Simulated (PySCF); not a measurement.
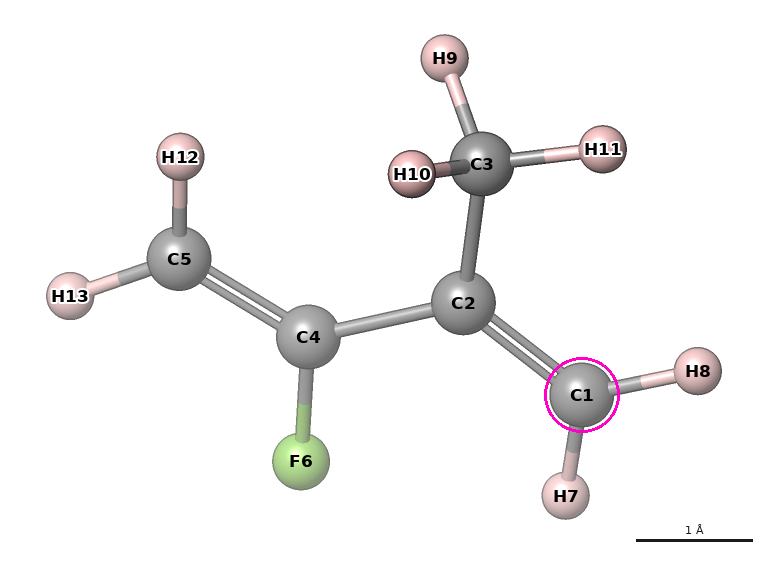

Orthographic view. Atoms fade into the background with distance from the viewer. Computed geometry: PBE0-D3(BJ)/def2-SVP optimisation. No frequency run is at hand to confirm it as a minimum.

### Name the neighbours of the circled atom.

The circled atom is C1; it is bonded to C2, H7, H8.

### What is the shortest path along bonds from the circled atom to H10?

C1–C2–C3–H10, 3 bonds; through space the two are 3.22 Å apart.

### Which two atoms are farthest apart in space?

H8 and H13, 5.54 Å.

### Which atom is nearest the viewer?

H10, 1.7 Å in front of the mean position.
